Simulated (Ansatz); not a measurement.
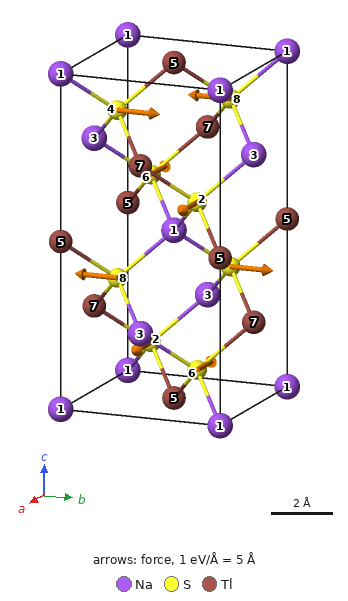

Starting geometry of solid NaTlS$_{2}$ (a generated structure, set up in I-42d) with the computed forces as orange arrows. The picture is a ball-and-stick view of the conventional cell (2 times the calculation's cell), seen slightly off an axis. Lengths and directions refer to the drawn axes.

Method: DFT, PBE, plane waves, PAW in Ansatz 0.2.0.

Input
```yaml
crystal:
  lattice:
    - [-2.8723753242, 2.8723753242, 5.7447506485]
    - [2.8723753242, -2.8723753242, 5.7447506485]
    - [2.8723753242, 2.8723753242, -5.7447506485]
  atoms:
    - { symbol: Na, position: [0.0, 0.0, 0.0] }
    - { symbol: S, position: [0.375, 0.375, 0.5] }
    - { symbol: Na, position: [0.75, 0.25, 0.5] }
    - { symbol: S, position: [0.125, 0.625, 0.0] }
    - { symbol: Tl, position: [0.5, 0.5, 0.0] }
    - { symbol: S, position: [0.875, 0.875, 0.5] }
    - { symbol: Tl, position: [0.25, 0.75, 0.5] }
    - { symbol: S, position: [0.625, 0.125, 0.0] }
kpoints:
  mp_grid: { grid: [6, 6, 6] }
hamiltonian:
  xc: pbe
scf:
  occupations: { method: fermi_dirac, width: 0.02 }
relax:
  f_tol: 0.005
  cell: {}
```

Command:
```bash
ansatz run input.yaml --threads 2 --pin off --max-ram 18432MiB --backend cpu --events-out ev --progress --plain --runs-dir out
```

What follows when this structure is relaxed?

Answer. It isn't relaxed: the largest force vector, on S atoms, is 0.31 eV/Å. The atoms end up moving mostly along the starting forces (cosine between the two patterns 1.00). The energy falls by 155 meV per atom in 8 accepted moves (10 points after the start). The largest force component goes from 0.31 to 0.00023 eV/Å. Pressure: 9.65 GPa at the start and 0.00 GPa at the end. At 2 points the geometry stayed and the basis and grid were re-selected for the new cell (energy shift of 1.8 meV per atom at most each time). The largest moves relative to the cell, 0.18 Å, are those of S2, S4, S6 and S8. S4 goes along +b. Na and Tl stay in place. The volume changes by +22.9 %, with a = b 5.745 → 6.454 Å (+12.3 %), c 11.490 → 11.190 Å (−2.6 %). Among the contacts that change: Na1–S2 2.488 → 2.788 Å, S2–Tl5 2.488 → 2.573 Å. Among the angles between lasting bonds that change: S2–Na1–S6 109.5° → 119.8°, Na1–S6–Na3 109.5° → 100.0°, Na1–S6–Tl5 109.5° → 116.7°. The space group stays I-42d (No. 122). The run took 68 s on 2 threads of AMD EPYC 7R13 Processor (Zen 3), on a shared host, peak memory 0.75 GiB.
